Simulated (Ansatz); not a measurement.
# InH2Cl (SMILES [H][In]([H])[Cl]) at 6 levels

Wanted: a comparison of 6 runs (UPBE0/STO-3G, r2SCAN/STO-3G, MP2/STO-3G, BCCD(T)/STO-3G, CCSDT/STO-3G, CCSDTQ/STO-3G) of InH2Cl. 

The results are computed with Ansatz 0.2.0.

56 further runs of the same task are left out: 2 that didn't finish, 54 set aside as unsound or not needed.

## 1. The system as given

InH2Cl: 4 atoms, total charge 0, spin state singlet. As SMILES, `[H][In]([H])[Cl]`. The H2–In1 distance was set to 4.282 Å, away from the relaxed value. At this shape a bond of the SMILES string is far longer than usual.

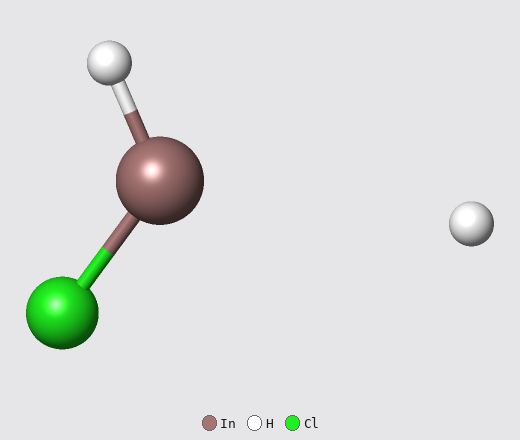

The structure, seen from a chosen angle (indium brown, hydrogen white, chlorine green).

## 2. The energy at UPBE0/STO-3G (run 1)

File job.yaml:

```yaml
crystal:
  periodic: [false, false, false]
  atoms:
    - {symbol: In, position_ang: [-2.498991, 0.142555, -0.017980]}
    - {symbol: H, position_ang: [1.783010, 0.101380, 0.011370]}
    - {symbol: H, position_ang: [-3.324281, 1.643185, -0.037480]}
    - {symbol: Cl, position_ang: [-3.667341, -1.813015, -0.008740]}
basis:
  gaussian:
    orbitals: STO-3G
total_charge: 0
hamiltonian:
  xc: {name: PBE0}
accuracy: high
magnetization:
  spin_polarized: true
```

The run is started by

```sh
ansatz run job.yaml --threads 1 --pin off --max-ram 2610MiB --events-out events.jsonl --progress --plain --runs-dir runs
```

Output:

```text
Warning: RAYON_NUM_THREADS=1 ignored (pool sized by the plan → 1); use --threads N
Functional definition: PBE0
  name "PBE0"
  parameter a = 0.25
  parameter kappa = 0.804
  parameter beta = 0.06672455060314922
  exchange = (1 - a)*pbe_x(kappa = kappa, mu = beta*pi^2/3) + a*exact_x
  correlation = pbe_c(beta = beta)
679 factors; integrals over basis functions are off by at most 7.5e-9 eV
mean field evaluation 1: about -167086.0541 eV, gradient 1.4e1 eV
mean field evaluation 2: about -167081.9426 eV, gradient 1.7e1 eV
mean field evaluation 4: about -167088.0957 eV, gradient 4.9e0 eV
mean field evaluation 8: about -167084.9379 eV, gradient 4.8e0 eV
mean field evaluation 16: about -167095.1472 eV, gradient 1.3e-3 eV
mean field evaluation 32: about -167097.5001 eV, gradient 1.8e-1 eV
mean field -167097.49377759 eV, -6140.7196335771 hartree, gradient 1.5e-8 eV, S^2 1.000339; 2 other end points of the search recorded, 0 dependent functions left out
reference -167097.49377934 eV, -6140.7196336414 hartree; 34, 34 occupied and 4, 4 virtual orbitals, 679 factors
Total energy: -167097.49377934 eV, -6140.7196336414 hartree
```

Run time: 6.9 s. Hardware: 1 thread of Arm Neoverse V1, shared host; peak memory 0.19 GiB.

## 3. The energy at r2SCAN/STO-3G (run 2)

File input.yaml:

```yaml
crystal:
  periodic: [false, false, false]
  atoms:
    - symbol: In
      position_ang: [-2.498991, 0.142555, -0.017980]
    - symbol: H
      position_ang: [1.783010, 0.101380, 0.011370]
    - symbol: H
      position_ang: [-3.324281, 1.643185, -0.037480]
    - symbol: Cl
      position_ang: [-3.667341, -1.813015, -0.008740]
basis:
  gaussian:
    orbitals: STO-3G
accuracy: high
hamiltonian:
  xc: r2scan
```

The run is started by

```sh
ansatz run input.yaml --threads 1 --pin off --max-ram 2610MiB --events-out events.jsonl --progress --plain --runs-dir runs
```

Output:

```text
Warning: RAYON_NUM_THREADS=1 ignored (pool sized by the plan → 1); use --threads N
Functional definition: r2SCAN
  name "r2SCAN"
  parameter k0 = 0.174
  parameter k1 = 0.065
  parameter a1 = 4.9479
  exchange = r2scan_x(k0 = k0, k1 = k1, a1 = a1)
  correlation = r2scan_c
679 factors; integrals over basis functions are off by at most 7.5e-9 eV
mean field evaluation 1: about -167095.9535 eV, gradient 4.2e1 eV
mean field evaluation 2: about -167084.1014 eV, gradient 5.9e1 eV
mean field evaluation 4: about -167103.7403 eV, gradient 1.1e1 eV
mean field evaluation 8: about -167100.9466 eV, gradient 7.6e0 eV
mean field evaluation 16: about -167111.6167 eV, gradient 5.5e-4 eV
mean field -167111.61665642 eV, -6141.2386398013 hartree, gradient 3.7e-8 eV, S^2 0.000000; 0 other end points of the search recorded, 0 dependent functions left out
reference -167111.61665689 eV, -6141.2386398185 hartree; 34, 34 occupied and 4, 4 virtual orbitals, 679 factors
Total energy: -167111.61665689 eV, -6141.2386398185 hartree
```

Run time: 6.6 s. Hardware: 1 thread of Arm Neoverse V1, shared host; peak memory 0.15 GiB.

Runs 3 to 5 aren't shown in full; the table further down has their settings and results.

## 4. A single-point energy at CCSDTQ/STO-3G (run 6)

File molecule.yaml:

```yaml
crystal:
  periodic: [false, false, false]
  atoms:
    - {symbol: In, position_ang: [-2.498991, 0.142555, -0.017980]}
    - {symbol: H, position_ang: [1.783010, 0.101380, 0.011370]}
    - {symbol: H, position_ang: [-3.324281, 1.643185, -0.037480]}
    - {symbol: Cl, position_ang: [-3.667341, -1.813015, -0.008740]}
basis:
  gaussian:
    orbitals: STO-3G
correlation:
  method: ccsdtq
  frozen_orbitals: {Cl: 5, H: 0, In: 18}
accuracy: high
scf:
  omitted_lower_state_checks: [cluster_reference, increment]
```

The run is started by

```sh
ansatz run molecule.yaml --threads 1 --pin off --max-ram 2610MiB --events-out events.jsonl --progress --plain --runs-dir runs
```

Output:

```text
Warning: RAYON_NUM_THREADS=1 ignored (pool sized by the plan → 1); use --threads N
[... 13 lines left out ...]
23 core orbitals not correlated: weight in the atoms' cores, before any rotation towards them, 1.000 or more for the frozen orbitals, at most 0.000 for the correlated occupied ones
[... 37 lines left out ...]
WARN: these amplitudes may be one of several solutions (largest doubles amplitude 0.96, level shift 12.56 eV)
Total energy: -167039.22554658 eV, -6138.5783155831 hartree
Checks for a lower state left out: cluster_reference, increment
```

Run time: 19 s. Hardware: 1 thread of Arm Neoverse V1, shared host; peak memory 0.23 GiB.

## 5. All runs side by side

```csv
run,level,frozen core orbitals,energy (Eh),wall time
1,UPBE0/STO-3G,–,-6140.719634,6.9 s
2,r2SCAN/STO-3G,–,-6141.238640,6.6 s
3,MP2/STO-3G,23,-6138.513529,1.2 s
4,BCCD(T)/STO-3G,23,-6138.579527,1.2 s
5,CCSDT/STO-3G,23,-6138.578164,1.4 s
6,CCSDTQ/STO-3G,23,-6138.578316,19 s
```

## 6. What came out

| quantity | value |
| --- | --- |
| run 6: total energy | -6138.57832 Eh |
| run 6: correlation energy (23 core orbitals frozen) | -227.5 mEh |
| run 6: T1 diagnostic | 0.038 |

What this shows: Totals of different functionals can't be ranked against each other. In runs 3, 4, 5, 6 the log says that unrestricted orbitals would lower the reference, so the values rest on an unstable closed-shell determinant (other closed-shell runs at this shape may share the fault). In runs 1, 2, 3, 4, 5, 6 the basis is minimal, so the values are rough. In runs 1, 2, 3, 4, 5, 6 relativity is left out where basis or elements ask for it. Spin contamination of the reference: run 1 ⟨S²⟩ = 1.00. Where it is this large, the reference is a mixture of spin states, and values that rest on it are in doubt. All runs together took 36 s, the longest 19 s.
